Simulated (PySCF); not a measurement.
# doublet NOF+ at 6 levels

Aim: a comparison of 6 runs (UHF/STO-3G, UB3LYP/6-31G*, U-wB97X/def2-TZVPP, UB2PLYP/def2-TZVPP, UB3LYP/def2-TZVPP, UCAM-B3LYP/def2-TZVPP) of doublet NOF+. Input form: a Python script.

The calculation is run with PySCF 2.14.0.

2 further runs of the same task are left out: 2 set aside as unsound or not needed.

## Step 1: The system as given

NOF+ has 3 atoms, charge +1, and is taken as a doublet. SMILES of the parent species: `O=NF`. The coordinates come from a PBE0-D4/def2-TZVP relaxation. That shape belongs to the parent species and isn't relaxed for this state.

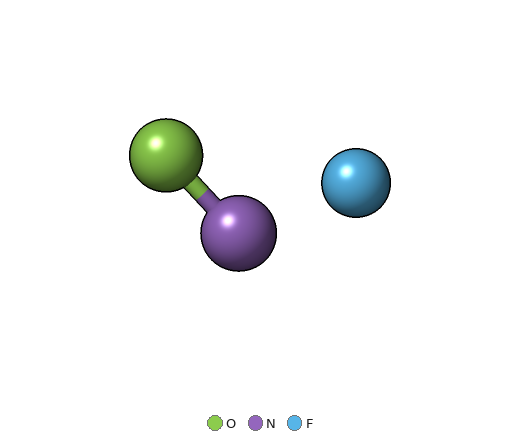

The structure, seen from a chosen angle (oxygen green, nitrogen purple, fluorine blue).

## Step 2: The energy at UHF/STO-3G (run 1)

calc.py

```python
from pyscf import gto

mol = gto.M(
    atom='''
O      1.640944     0.459147     0.953820
N      0.281437    -0.911868     0.056522
F     -1.922399     0.452741    -1.010342
''',
    spin=1,
    max_memory=1860,
    unit='bohr',
    verbose=3,
    basis='sto-3g',
    charge=1,
)

mf = mol.UHF()
mf.conv_tol = 1e-10
mf.kernel()
if not mf.converged:
    mf = mf.newton().run(mf.mo_coeff, mf.mo_occ)

energy = mf.e_tot
print('Final energy', energy)
```

The run is started by

```bash
$ OMP_NUM_THREADS=1 python calc.py
```

Output:

```text
converged SCF energy = -225.177486015316  <S^2> = 1.0316958  2S+1 = 2.2642401
Final energy -225.1774860153156
```

Wall time 0.62 s (1 thread of Arm Neoverse V2, shared host); peak memory 0.12 GiB.

## Step 3: A single-point energy at UB3LYP/6-31G(d) (spherical functions) (run 2)

mol.xyz

```xyz
3

O      0.868350     0.242970     0.504740
N      0.148930    -0.482540     0.029910
F     -1.017290     0.239580    -0.534650
```

job.py

```python
from pyscf import gto, dft

system = gto.M(
    atom='mol.xyz',
    spin=1,
    verbose=3,
    max_memory=1860,
    charge=1,
    basis='6-31g*',
)

calc0 = dft.UKS(system)
calc0.xc = 'b3lyp'
calc0.grids.level = 5
calc0.conv_tol = 1e-10
calc0.kernel()
if not calc0.converged:
    calc0 = calc0.newton().run(calc0.mo_coeff, calc0.mo_occ)

e_final = calc0.e_tot
print('E(%s) = %.9f' % ('B3LYP', e_final))
```

The run is started by

```bash
$ OMP_NUM_THREADS=1 python job.py
```

Output:

```text
converged SCF energy = -229.227012843489  <S^2> = 0.76467204  2S+1 = 2.0146186
E(B3LYP) = -229.227012843
```

Wall time 7.8 s (1 thread of Arm Neoverse V2, shared host); peak memory 0.26 GiB.

Run 3 isn't shown in full; the table further down has it.

## Step 4: The energy at UB2PLYP/def2-TZVPP (run 4)

calc.py

```python
from pyscf import gto, dft, mp

mol = gto.M(
    atom=[
    ('O', (0.868350, 0.242970, 0.504740)),
    ('N', (0.148930, -0.482540, 0.029910)),
    ('F', (-1.017290, 0.239580, -0.534650)),
],
    verbose=3,
    spin=1,
    max_memory=1860,
    charge=1,
    basis='def2-tzvpp',
)

myscf = dft.UKS(mol, xc='0.53*HF + 0.47*B88, 0.73*LYP')
myscf.conv_tol = 1e-10
myscf.grids.level = 5
myscf.kernel()
if not myscf.converged:
    myscf = myscf.newton().run(myscf.mo_coeff, myscf.mo_occ)

pt = mp.MP2(myscf, frozen=3).run()
e_final = myscf.e_tot + 0.27 * pt.e_corr
print('PT2 part  %.8f' % (0.27 * pt.e_corr))
print(f'total energy: {e_final:.8f} hartree')
```

The run is started by

```bash
$ OMP_NUM_THREADS=1 python calc.py
```

Output:

```text
converged SCF energy = -228.984577371282  <S^2> = 0.80757655  2S+1 = 2.0567708
E(UMP2) = -229.790292040389  E_corr = -0.805714669106356
E(SCS-UMP2) = -229.763139028313  E_corr = -0.778561657030227
PT2 part  -0.21754296
total energy: -229.20212033 hartree
```

Run time: 25 s. Hardware: 1 thread of Arm Neoverse V2, shared host; peak memory 0.46 GiB.

Run 5 isn't shown in full; the table further down has it.

## Step 5: A single-point energy at UCAM-B3LYP/def2-TZVPP (run 6)

calc.py

```python
from pyscf import gto, dft

mol = gto.M(
    atom='O 0.868350 0.242970 0.504740; N 0.148930 -0.482540 0.029910; F -1.017290 0.239580 -0.534650',
    max_memory=1860,
    verbose=3,
    spin=1,
    basis='def2-tzvpp',
    charge=1,
)

myscf = dft.UKS(mol, xc='cam-b3lyp')
myscf.grids.level = 5
myscf.conv_tol = 1e-10
myscf.kernel()
if not myscf.converged:
    myscf = myscf.newton().run(myscf.mo_coeff, myscf.mo_occ)

e_tot = myscf.e_tot
print('E(%s) = %.9f' % ('CAM-B3LYP', e_tot))
```

The run is started by

```bash
$ OMP_NUM_THREADS=1 python calc.py
```

Output:

```text
WARN: HOMO -0.335230020748003 >= LUMO -0.335230020748007

converged SCF energy = -229.264312347842  <S^2> = 0.7705555  2S+1 = 2.0204509
E(CAM-B3LYP) = -229.264312348
```

Run time: 28 s. Hardware: 1 thread of Arm Neoverse V2, shared host; peak memory 0.46 GiB.

## Step 6: The series

```
run                                level  integration grid  frozen core orbitals  energy (Eh)  HOMO energy (eV)  LUMO energy (eV)   ⟨S²⟩  wall time
  1                           UHF/STO-3G                 –                     –  -225.177486            -24.32             -7.90  1.032     0.62 s
  2  UB3LYP/6-31G* (spherical functions)                 5                     –  -229.227013            -20.74            -16.56  0.765      7.8 s
  3                   U-wB97X/def2-TZVPP                 5                     –  -229.280639            -23.57            -13.78  0.770       29 s
  4                   UB2PLYP/def2-TZVPP                 5                     3  -229.202120            -23.21            -14.01  0.808       25 s
  5                    UB3LYP/def2-TZVPP                 5                     –  -229.334619            -20.91            -16.62  0.765       18 s
  6                UCAM-B3LYP/def2-TZVPP                 5                     –  -229.264312            -22.72            -14.99  0.771       28 s
```

## Step 7: Outcome

| quantity | value |
| --- | --- |
| run 6: total energy | -229.26431 Eh |
| run 6: HOMO energy (highest over α and β) | -22.72 eV |
| run 6: LUMO energy (lowest over α and β) | -14.99 eV |
| run 6: ⟨S²⟩ | 0.771 |

What this shows: Totals of different functionals can't be ranked against each other. In run 1 the basis is minimal, so the values are rough. Spin contamination of the reference: run 1 ⟨S²⟩ = 1.03. All runs together took 1.8 min, the longest 29 s.
